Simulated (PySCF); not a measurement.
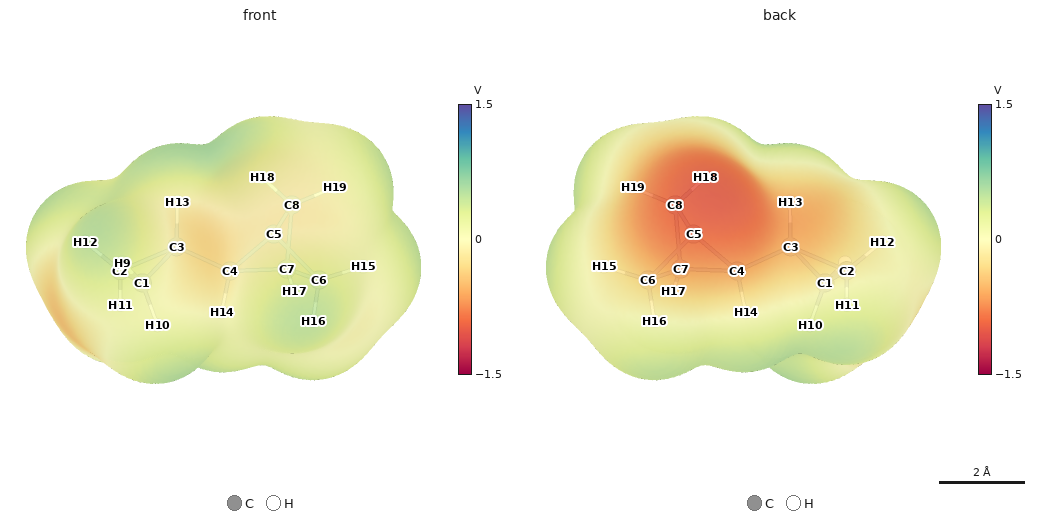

Figure 1: C$_{8}$H$_{11}$ (SMILES C1CC1[C@H]1[C]2CC1C2) (doublet). The molecular electrostatic potential painted on the density surface at 0.001 e/bohr³, seen from the front and from behind; red is negative and blue positive.

Geometry: GFN2-xTB.

Computed with UKS B3LYP, pcH-1 on C H, non-relativistic, mean-field spin-orbit, GIAO (PySCF).

```xyz
19

C     2.2331   -0.4836    0.3596
C     2.3217    0.3235   -0.8963
C     1.0297   -0.3511   -0.5348
C    -0.1205    0.4777   -0.0649
C    -1.4919    0.4621   -0.7750
C    -2.1427    1.0359    0.4941
C    -1.2001   -0.1094    0.8782
C    -1.7810   -0.9572   -0.2580
H     2.7403   -1.4352    0.4023
H     2.2199    0.0436    1.3018
H     2.3766    1.3982   -0.8082
H     2.8895   -0.0723   -1.7241
H     0.7717   -1.2208   -1.1241
H     0.2225    1.4695    0.2336
H    -3.2061    0.8628    0.6255
H    -1.8559    2.0400    0.7933
H    -1.0068   -0.4598    1.8908
H    -1.1833   -1.7787   -0.6339
H    -2.8265   -1.2362   -0.1676
```

> Which sites attract a positive test charge, and which a negative one?

A positive charge is drawn to the negative regions and a negative charge to the positive ones. The most negative region (about −1.0 V, or −23 kcal/mol for a unit charge) lies over C5, the most positive (about +0.6 V, or +14 kcal/mol for a unit charge) over H13 and H18.
